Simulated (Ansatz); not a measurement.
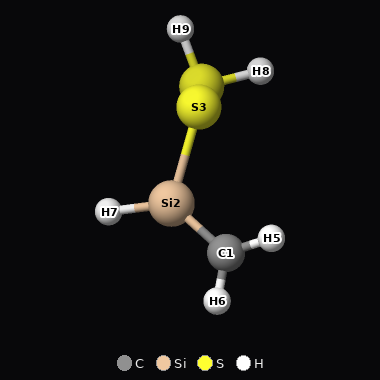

The system is CH5S2Si, SMILES C=[SiH]S[SH2+], charge +1; the picture shows the reference structure. The first coordinate is: dihedral H5–C1–Si2–S3; the second: dihedral Si2–S3–S4–H8. Nothing is relaxed (all other coordinates rigid). The grid has 9 × 9 points. Points are written as (first, second). Energies: kcal/mol, counted from the lowest grid point. Energies and slopes of some neighbouring points disagree (a jump in structure or state, or too coarse a mesh). The dihedral twists a double bond; near 90° a spin-restricted reference is unreliable. Method: Ansatz 0.2.0, RHF/def2-TZVP.

Its coordinates:

| atom | x (Å) | y (Å) | z (Å) |
| --- | --- | --- | --- |
| C | 0.3956 | 2.0859 | 0.5193 |
| Si | 0.8041 | 0.7629 | -0.4344 |
| S | 0.5791 | -1.1815 | 0.5547 |
| S | -1.0275 | -1.9826 | -0.4836 |
| H | 0.0128 | 1.9797 | 1.5171 |
| H | 0.5454 | 3.0953 | 0.1800 |
| H | 1.2929 | 0.6414 | -1.7996 |
| H | -1.9333 | -2.1333 | 0.4867 |
| H | -0.6690 | -3.2677 | -0.5401 |

Range: dihedral H5–C1–Si2–S3 from −180 to 140°; dihedral Si2–S3–S4–H8 from −180 to 140°.

What landscape does the calculation give?

The lowest grid point is at (−180°, −100°). Other grid points that lie below all their neighbours: (−180°, 60°) (1.7 kcal/mol higher); (−20°, −100°) (2.3 kcal/mol higher); (−20°, 60°) (4.7 kcal/mol higher). The highest grid point, (−100°, 140°), lies 54.5 kcal/mol above the lowest.

```
dihedral Si2–S3–S4–H8 ↓, dihedral H5–C1–Si2–S3 →  −180  −140  −100   −60  −20   20    60   100   140
                                             140   4.0  19.5  54.5  29.6  6.2  8.4  35.8  48.1  15.1
                                             100   4.1  18.6  52.8  31.2  6.8  8.0  34.4  49.6  16.2
                                              60   1.7  15.7  50.0  29.6  4.7  5.3  31.4  47.9  14.4
                                              20   2.9  17.1  51.7  30.5  5.8  6.6  33.0  49.0  15.4
                                             −20   4.6  19.0  53.8  32.3  7.5  8.4  35.0  50.9  17.1
                                             −60   2.4  17.3  52.1  28.9  4.9  6.4  33.4  47.2  14.2
                                            −100   0.0  15.1  49.4  25.9  2.3  4.2  31.1  44.0  11.4
                                            −140   0.1  15.0  49.3  26.0  2.4  4.2  31.0  44.2  11.5
                                            −180   2.0  17.3  52.2  27.6  4.2  6.3  33.5  46.1  13.1
```

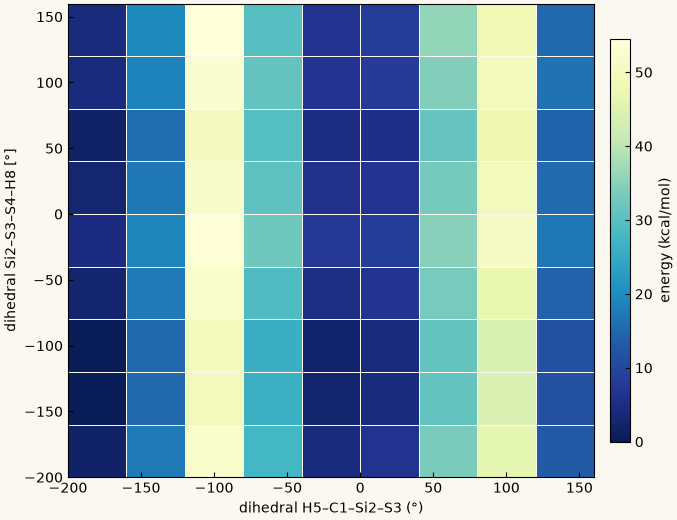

Drawn: one coloured cell a grid point.

Each point was launched as `ansatz run input.yaml --threads 1 --pin off --max-ram 2560MiB --backend cpu --events-out ev --progress --plain --runs-dir out`. Time for the 81 points that were run: 15 min on 1 thread of Arm Neoverse V1 (shared host).
